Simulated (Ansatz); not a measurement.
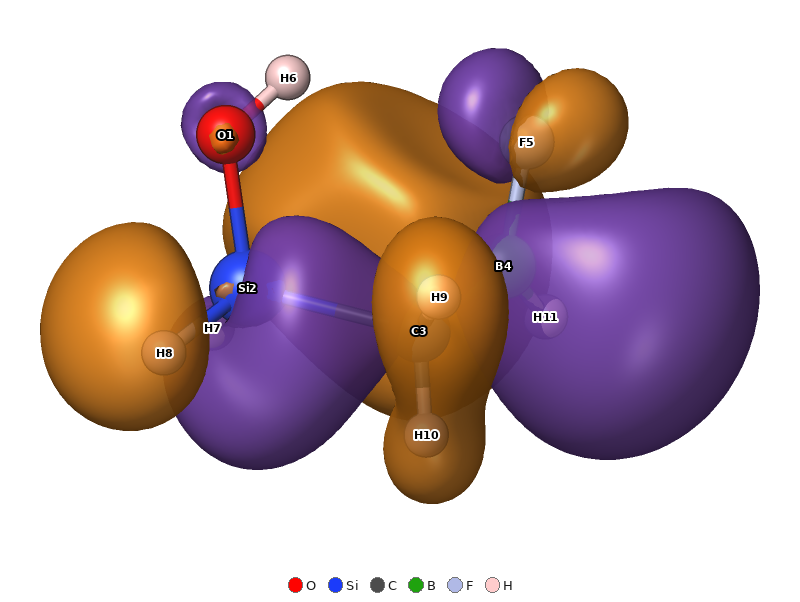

Figure. CH6BFOSi. The LUMO at ±0.05 Å⁻³ᐟ² (orange and purple are the two phases), seen at a tilt.

Geometry: PBE0-D4/def2-TZVP.

Computed with RKS PBE0-D4/def2-TZVPP in Ansatz 0.2.0.

Input

```
crystal:
  periodic: [false, false, false]
  atoms:
    - {symbol: O, position_ang: [-1.910946, -0.181874, 0.740219]}
    - {symbol: Si, position_ang: [-0.450061, -0.934867, 0.680180]}
    - {symbol: C, position_ang: [0.908601, 0.296156, 0.239496]}
    - {symbol: B, position_ang: [0.669949, 0.826696, -1.184652]}
    - {symbol: F, position_ang: [-0.296981, 1.727795, -1.382527]}
    - {symbol: H, position_ang: [-2.122318, 0.440093, 0.041657]}
    - {symbol: H, position_ang: [-0.443872, -2.041171, -0.317009]}
    - {symbol: H, position_ang: [-0.219982, -1.497492, 2.031184]}
    - {symbol: H, position_ang: [0.824002, 1.083787, 0.996477]}
    - {symbol: H, position_ang: [1.867073, -0.219457, 0.342946]}
    - {symbol: H, position_ang: [1.239934, 0.443434, -2.167471]}
basis:
  gaussian: {orbitals: def2-TZVPP}
hamiltonian: {xc: pbe0, dispersion: d4}
output: {orbitals: {seedname: orbitals}}
```

Run with:

```sh
ansatz run in.yaml --threads 4 --pin off --events-out ev --progress --plain --max-ram 10444MiB
```

Where does this orbital lie, and at what energy?

Answer. It lies mainly on B4 (about 50 %), Si2 (about 15 %), F5 (about 10 %), C3 (about 10 %) and H11 (about 10 %). Its energy is −0.85 eV.
